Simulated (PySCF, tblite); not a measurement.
# C4H3F4S radical: geometry, infrared bands and EPR parameters

Wanted: the infrared bands and EPR parameters of C4H3F4S radical (`F[CH]C(=S)CC(F)(F)F`), by calculation.

The runs use tblite 0.8.0 and PySCF 2.14.0, with density-fitted response routines of our own; the level of theory stands in each step. All values are computed, except where a source is named. Atoms are numbered from 0 throughout.

## Step 1: The starting structure

12 atoms, charge 0, multiplicity 2; geometry from: force field or distance geometry start.

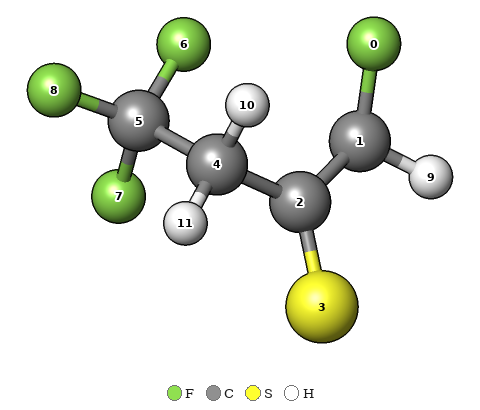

The starting geometry (fluorine green, carbon grey, sulfur yellow, hydrogen white), atoms numbered.

## Step 2: Optimising the geometry with GFN2-xTB

What the job is given:

```
{"job": {"kind": "relax", "xc": "GFN2-xTB", "basis": "xTB"}, "charge": 0, "multiplicity": 2}
F      1.395500     1.855200    -0.094300
C      1.585400     0.609200    -0.620100
C      0.882300    -0.489800     0.063500
S      1.492000    -1.789500     0.046100
C     -0.431500    -0.374500     0.752600
C     -1.447000     0.090700    -0.279600
F     -1.014200     1.311700    -0.753900
F     -1.324900    -0.814900    -1.332700
F     -2.726600     0.137400     0.210700
H      2.656600     0.399800    -0.789300
H     -0.326300     0.388700     1.533600
H     -0.740000    -1.324600     1.237400
```

On the command line:

```
$ OMP_NUM_THREADS=1 python probes_run.py task.json out
```

The driver reads the jobs from task.json and runs them one after another.

The program printed:

```text
step      E/eV     max force
  0    -874.36691   15.165
  1    -875.74947    4.742
  2    -876.11217    3.019
  3    -876.46412    1.539
  4    -876.55107    1.097
  5    -876.64465    1.001
  6    -876.67475    0.633
  7    -876.70146    0.477
  8    -876.71362    0.295
  9    -876.72031    0.172
 10    -876.72461    0.174
 11    -876.72828    0.207
 12    -876.73185    0.225
 13    -876.73502    0.152
 14    -876.73746    0.124
 15    -876.73924    0.124
 16    -876.74067    0.138
 17    -876.74210    0.133
 18    -876.74377    0.119
 19    -876.74585    0.146
 20    -876.74830    0.145
 21    -876.75063    0.115
 22    -876.75222    0.101
 23    -876.75313    0.070
 24    -876.75375    0.070
 25    -876.75432    0.070
 26    -876.75502    0.083
 27    -876.75596    0.089
 28    -876.75700    0.075
 29    -876.75787    0.071
 30    -876.75853    0.073
 31    -876.75930    0.081
 32    -876.76047    0.103
 33    -876.76181    0.100
 34    -876.76279    0.079
 35    -876.76341    0.076
 36    -876.76405    0.065
 37    -876.76496    0.082
 38    -876.76621    0.099
 39    -876.76747    0.097
 40    -876.76852    0.087
 41    -876.76943    0.093
 42    -876.77034    0.097
 43    -876.77112    0.080
 44    -876.77160    0.048
 45    -876.77191    0.045
 46    -876.77216    0.042
 47    -876.77241    0.044
 48    -876.77268    0.052
 49    -876.77296    0.060
 50    -876.77325    0.057
 51    -876.77354    0.045
 52    -876.77378    0.040
 53    -876.77403    0.041
 54    -876.77431    0.050
 55    -876.77461    0.057
 56    -876.77488    0.041
 57    -876.77512    0.043
 58    -876.77540    0.052
 59    -876.77573    0.044
 60    -876.77600    0.045
 61    -876.77616    0.043
 62    -876.77630    0.038
 63    -876.77646    0.045
 64    -876.77668    0.048
 65    -876.77692    0.052
 66    -876.77717    0.045
 67    -876.77745    0.042
 68    -876.77771    0.040
 69    -876.77795    0.047
 70    -876.77816    0.044
 71    -876.77845    0.054
 72    -876.77883    0.060
 73    -876.77939    0.073
 74    -876.77975    0.053
 75    -876.78000    0.032
 76    -876.78010    0.036
 77    -876.78017    0.020
 78    -876.78020    0.010
```

It took 0.55 s on 1 thread of Arm Neoverse V1, shared host.

Relaxation path: (not every step is listed)

```
step  energy from step 0 (eV)  largest force (eV/Å)
   0                   0.0000               15.1655
   1                  -1.3826                4.7418
   2                  -1.7453                3.0192
   3                  -2.0972                1.5394
   4                  -2.1842                1.0975
   5                  -2.2777                1.0011
   6                  -2.3078                0.6331
   7                  -2.3346                0.4767
   8                  -2.3467                0.2953
  14                  -2.3706                0.1245
  20                  -2.3814                0.1447
  26                  -2.3881                0.0831
  32                  -2.3936                0.1026
  38                  -2.3993                0.0986
  44                  -2.4047                0.0481
  50                  -2.4063                0.0566
  56                  -2.4080                0.0415
  62                  -2.4094                0.0377
  68                  -2.4108                0.0399
  73                  -2.4125                0.0728
  74                  -2.4128                0.0530
  75                  -2.4131                0.0324
  76                  -2.4132                0.0356
  77                  -2.4133                0.0198
  78                  -2.4133                0.0097
```

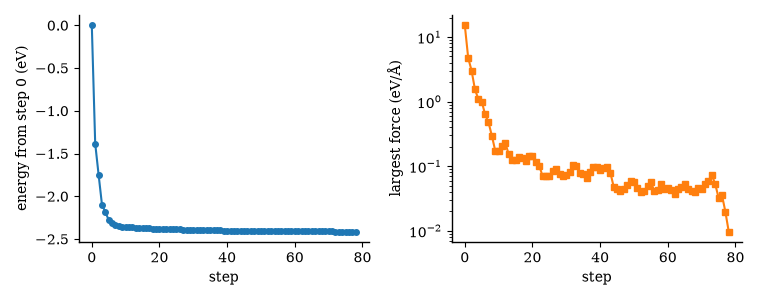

Energy and largest force along the relaxation.

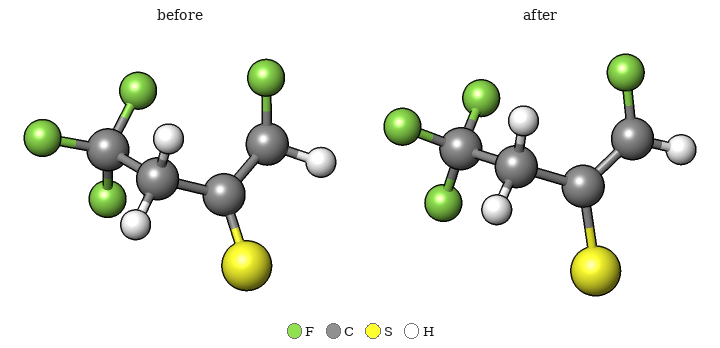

Before and after, at one scale.

Close pairs (by a distance rule), those that changed most:

```csv
bond,before (Å),after (Å),change (Å)
C2–S3,1.436,1.713,+0.277
C1–C2,1.473,1.347,-0.126
C5–F7,1.394,1.337,-0.057
C5–F6,1.380,1.339,-0.041
F0–C1,1.366,1.331,-0.035
C5–F8,1.371,1.340,-0.031
C1–H9,1.105,1.079,-0.026
C4–H11,1.110,1.091,-0.019
```

The end geometry stands in the next job.

## Step 3: Vibrational analysis with GFN2-xTB

What the job is given:

```
{"job": {"kind": "ir", "xc": "GFN2-xTB", "basis": "xTB"}, "charge": 0, "multiplicity": 2}
F      1.483840     1.840403     0.205354
C      1.782073     0.607243    -0.196788
C      0.955601    -0.431516     0.031912
S      1.408290    -2.001738    -0.480108
C     -0.374690    -0.247528     0.713501
C     -1.472860    -0.008106    -0.315936
F     -1.205755     1.036251    -1.109557
F     -1.667558    -1.061026    -1.117101
F     -2.646450     0.246769     0.278312
H      2.738166     0.535661    -0.691683
H     -0.354719     0.622283     1.374456
H     -0.644740    -1.139382     1.281609
```

The program printed:

```text
mode    cm-1     km/mol
  1      28.6      0.13
  2      50.3      0.42
  3     111.5      0.76
  4     191.6      5.48
  5     230.1      8.08
  6     243.6      2.75
  7     339.1      6.44
  8     358.2      6.53
  9     452.8      8.78
 10     467.2     14.81
 11     473.3      7.15
 12     495.0     19.70
 13     615.3     27.25
 14     751.4      6.92
 15     783.0      2.50
 16     825.5     15.95
 17     920.2     23.45
 18    1004.6     21.88
 19    1066.0    282.30
 20    1102.1     79.24
 21    1129.8    226.14
 22    1171.2    201.52
 23    1189.4     47.29
 24    1241.1     16.48
 25    1282.1     80.48
 26    1419.1     15.62
 27    1552.7    203.91
 28    2988.7      0.06
 29    3005.3      0.97
 30    3100.5     16.75
```

It took 0.43 s on 1 thread of Arm Neoverse V1, shared host.

Which atoms move in the most intense modes:

```csv
cm⁻¹,km/mol,atoms
615,27.2,"F8 28 %, C2 19 %, C5 12 %, C4 11 %"
1066,282.3,"C5 69 %, F8 20 %"
1102,79.2,"C2 32 %, C5 24 %, H10 13 %, C4 13 %"
1130,226.1,"C1 36 %, F0 31 %, H9 15 %"
1171,201.5,C5 69 %
1189,47.3,"H10 33 %, H11 29 %, C5 27 %"
1282,80.5,"C4 32 %, H11 27 %, H10 26 %"
1553,203.9,"C1 50 %, C2 45 %"
```

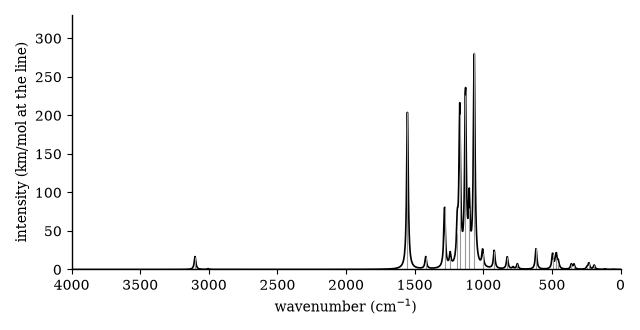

The infrared spectrum from these modes, unscaled. Lines are broadened to a width of 14 cm⁻¹ (Lorentzian).

## Step 4: EPR parameters: B3LYP/pcH-1

The job, as its differences from that of step 3:

```diff
@@ -1,2 +1,2 @@
-{"job": {"kind": "ir", "xc": "GFN2-xTB", "basis": "xTB"}, "charge": 0, "multiplicity": 2}
+{"job": {"kind": "epr", "basis": "pcH-1"}, "charge": 0, "multiplicity": 2}
 F      1.483840     1.840403     0.205354
```

Method: UKS B3LYP, pcH-1 on C F H S, non-relativistic, mean-field spin-orbit, GIAO.

The program printed:

```text
UKS, coarse grid
  cycle   1  E = -951.59677343  |g| = 7.37e-01
  cycle   2  E = -951.29305649  |g| = 1.22e+00
  cycle   3  E = -951.78075822  |g| = 9.89e-02
  cycle   4  E = -951.78269909  |g| = 8.07e-02
  cycle   5  E = -951.78631050  |g| = 1.29e-02
  cycle   6  E = -951.78644300  |g| = 7.59e-03
  cycle   7  E = -951.78648931  |g| = 2.77e-03
  cycle   8  E = -951.78649770  |g| = 1.66e-03
  cycle   9  E = -951.78649744  |g| = 4.99e-04
UKS, final grid
  cycle   1  E = -951.78650940  |g| = 8.43e-04
  cycle   2  E = -951.78650876  |g| = 1.51e-03
  cycle   3  E = -951.78650976  |g| = 8.69e-05
  cycle   4  E = -951.78650977  |g| = 4.87e-05
  cycle   5  E = -951.78650979  |g| = 3.18e-05
  cycle   6  E = -951.78650979  |g| = 1.61e-05
E = -951.78650979 Eh   <S^2> = 0.7670 (exact 0.7500)
g shifts (ppm)      1          2          3
  rmc          -233       -233       -233
  gc            -12         49         50
  oz_so          55      11848     102405
  total        -190      11668     102227
hyperfine (MHz)  atom isotope    a_iso     a_fc   dipolar eigenvalues
    0   19F      70.59      70.59   -141.17   -124.75    265.91
    1   13C      36.50      36.50    -35.46    -35.10     70.56
    2   13C     -30.79     -30.79    -12.46      4.67      7.79
    3   33S      14.24      14.24    -67.41    -66.53    133.93
    4   13C       0.47       0.47     -0.78      0.10      0.68
    5   13C      -7.17      -7.17     -1.10      0.30      0.80
    6   19F       2.89       2.89     -3.90     -1.16      5.07
    7   19F      13.36      13.36     -6.91     -4.68     11.59
    8   19F      -0.38      -0.38     -2.40      0.41      2.00
    9    1H     -29.25     -29.25    -12.84     -3.12     15.97
   10    1H      -3.84      -3.84     -1.87     -1.09      2.96
   11    1H      -3.83      -3.83     -1.88     -1.54      3.41
```

It took 89 s on 1 thread of Arm Neoverse V1, shared host; peak memory 0.97 GiB.

Principal g values 2.00213, 2.01399, 2.10455; g(iso) = 2.04022, against 2.00232 for a free electron. They are not to be trusted: the run shows nearly degenerate orbitals, where second-order g theory doesn't apply.

Hyperfine couplings; where a row names several nuclei, a(iso) is their mean (it holds for fast rotation or exchange) and the dipolar term the largest among them:

```csv
nuclei,isotope,a(iso) (MHz),"a(iso) (G, at g = 2.0023)",largest dipolar term (MHz)
F0,19F,70.6,25.2,265.9
C1,13C,36.5,13.0,70.6
C2,13C,-30.8,-11.0,-12.5
H9,1H,-29.3,-10.4,16.0
S3,33S,14.2,5.1,133.9
C5,13C,-7.2,-2.6,-1.1
"F6, F7, F8",19F,5.3,1.9,11.6
"H10, H11",1H,-3.8,-1.4,3.4
C4,13C,0.5,0.2,-0.8
```

Mulliken spin populations:

```
atom  value (e)
  F0       0.04
  C1       0.39
  C2      -0.14
  S3       0.73
  C4       0.00
  C5       0.00
  F6       0.00
  F7       0.00
  F8       0.00
  H9      -0.02
 H10       0.00
 H11       0.00
```

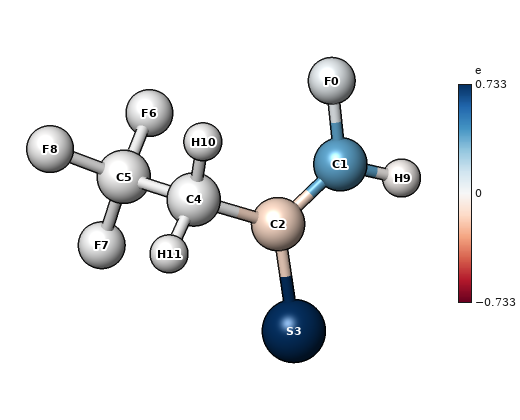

Mulliken spin populations, as colours on the atoms.

The fields below are evaluated on a grid from the run's orbitals.

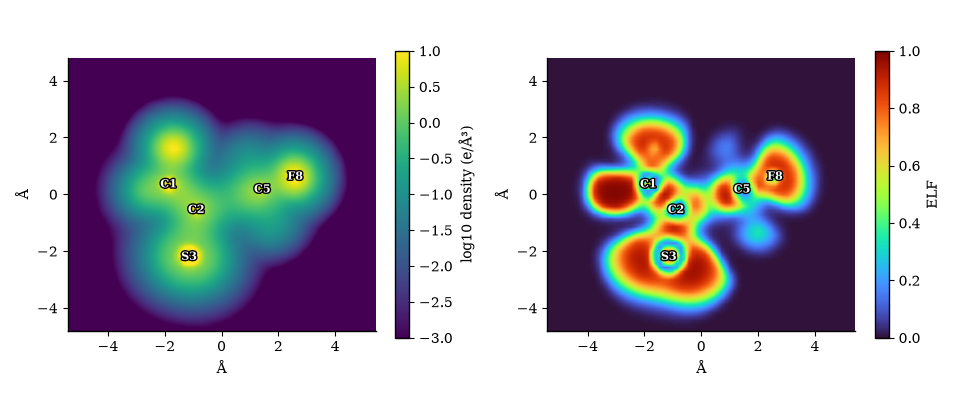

Density (left) and ELF (right) in a plane through or near 5 of the atoms.

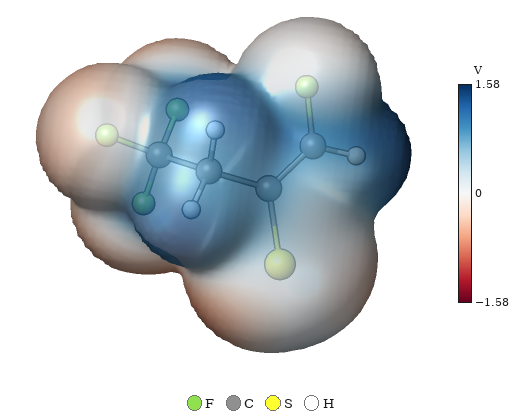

Electrostatic potential on the surface of density 0.002 e/bohr³; red is low, blue high. It runs from -0.67 V near S3 to 1.58 V near H9.

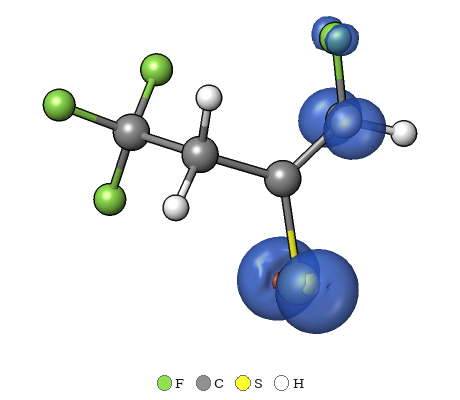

Spin density at ±0.1 e/Å³ (alpha excess blue, beta excess red).

## Step 5: Outcome

| quantity | value |
| --- | --- |
| strongest single infrared mode (GFN2-xTB) | 1066 cm⁻¹, 282 km/mol |
| zero-point energy (GFN2-xTB) | 40.9 kcal/mol |
| g(iso) (B3LYP) | 2.04022 |
| ⟨S²⟩ | 0.767 (exact 0.75) |
| largest a(iso) (averaged by class) | 19F on F0, 70.6 MHz |
| potential on the surface of density 0.002 e/bohr³, 1st and 99th percentile | -0.67 V and 1.58 V |
| property runs in this session | 1, of which 0 failed and 1 gave unsound results |

What this shows: Over 78 steps the energy fell by 2.413 eV; of the close pairs, C2–S3 changed most, 1.436 to 1.713 Å. All 30 modes are real, so the xTB geometry is a minimum. The strongest single mode, at 1066 cm⁻¹, moves mainly C5. GFN2-xTB is a fitted tight-binding method: band positions and strengths are rough. Its intensities can rank the bands wrongly. S3 carries the largest spin population, 0.73 e. The isotropic g lies 37.9 ppt above the free-electron value. These values are not to be trusted: the run shows nearly degenerate orbitals, where second-order g theory doesn't apply. The conformer search found further structures of the same energy, which may be mirror or relabelled copies of this one.
